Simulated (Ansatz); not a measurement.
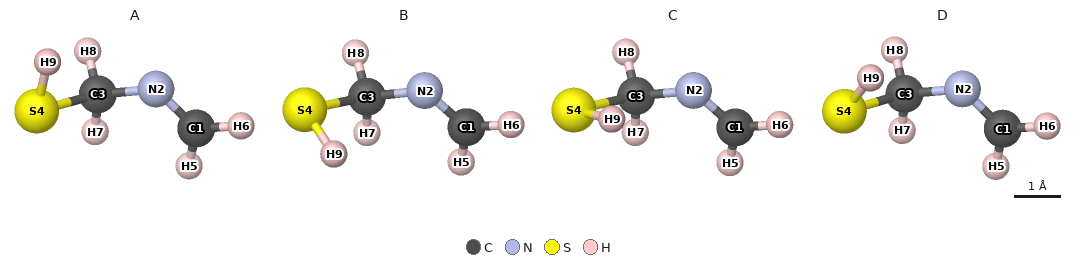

4 geometries from a converged minimum-energy path of C$_{2}$H$_{5}$NS, shuffled. The picture is a ball-and-stick view, seen from a free direction.

These are results of RKS PBE/6-31G* (Ansatz), not measurements. Run with 7 movable images; climbing image; force threshold 0.03 eV/Å; iteration limit 60; starting path by image-dependent pair potential.

### One of them is the converged climbing image. Which?

C. In order along the path, whose images run from 0 to 8: B (image 1, +0.017 eV), C (image 3, +0.074 eV), D (image 6, +0.008 eV), A (image 8, −0.013 eV). The motion is a rotation about the C3–S4 bond by about 120°. No bond forms or breaks between the ends. Bond angles that change up to the highest image, for instance: S4–C3–H8 103.9° → 106.4°.
